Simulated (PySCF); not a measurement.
C$_{4}$HF$_{4}$O$_{3}$ (charge −1)

```csv
atom,x (Å),y (Å),z (Å)
O,2.4013,-1.4982,0.4653
C,2.4308,-0.3292,0.7172
O,3.1321,0.4873,1.2240
O,1.0312,0.4131,0.2403
C,0.1733,-0.3512,-0.3934
F,0.1186,-0.0526,-1.7907
C,-1.2510,-0.1708,0.1061
F,-1.8249,-1.2443,0.6910
C,-1.9388,0.9605,0.0653
F,-3.1787,1.1222,0.5496
F,-1.5326,2.0899,-0.4829
H,0.4401,-1.4273,-0.3589
```

Geometry: GFN2-xTB.

All numbers below come from PBE0/pcSseg-1, SCF density, gas phase, non-relativistic (PySCF).

What will maps of the electron density and electron localisation function show?

Answer. C–F (1.32 Å): ρ at the midpoint is about 2.5 e/Å³; the ELF peaks at about 0.85 between the atoms, as expected for a shared but strongly polarised pair.
C–C (1.32 Å): the density is about 2.3 e/Å³ at the midpoint; the ELF peaks at about 0.90 between the atoms: a multiple bond.
C–H (1.11 Å): ρ is about 2.1 e/Å³ halfway; the ELF climbs to about 1 towards the hydrogen, as it does in any bond to H: an ordinary covalent bond to hydrogen.

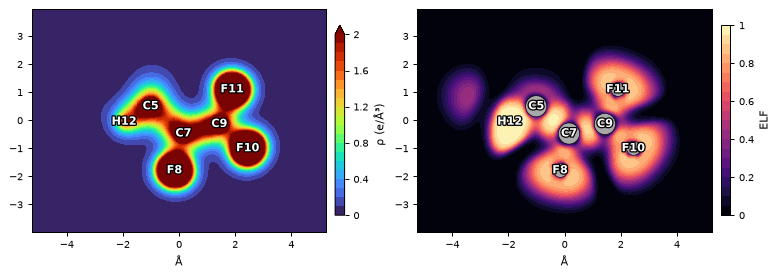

Computed electron density and electron localisation function on the plane of atoms F10, C9 and F11, in this order. Grey discs cover the atomic cores in the ELF map. 
